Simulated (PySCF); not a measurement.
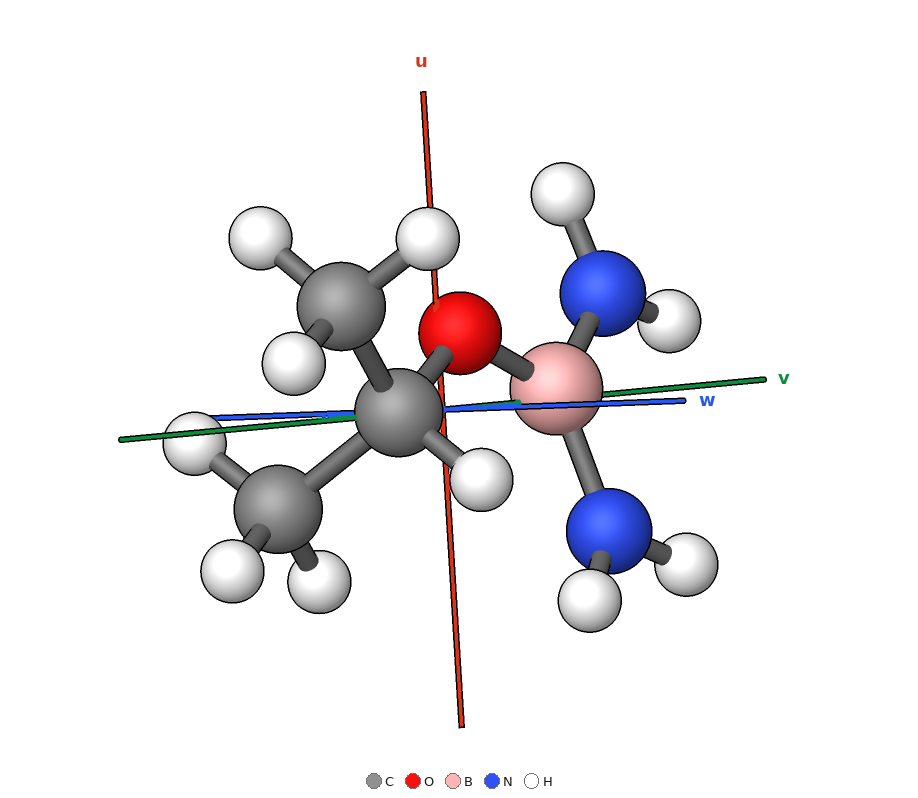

The lines u, v and w are the principal axes of the static dipole polarisability. The computed structure is the end point of a GFN2-xTB optimisation. No frequency run is at hand to confirm it as a minimum. Computed with PBE0/def2-SVPD (PySCF 2.14.0).

Along which axis is the molecule most polarisable, and along which least?

Answer. Most along v, least along w.

Give the three principal values.

Answer. u 71.7, v 82.3, w 63.0 bohr³; mean 72.3, anisotropy 16.7 bohr³.

The geometry is semi-empirical. Around B such bond lengths and angles can be off by a tenth of an ångström or more and by several degrees, and values that hang on the shape move with them.
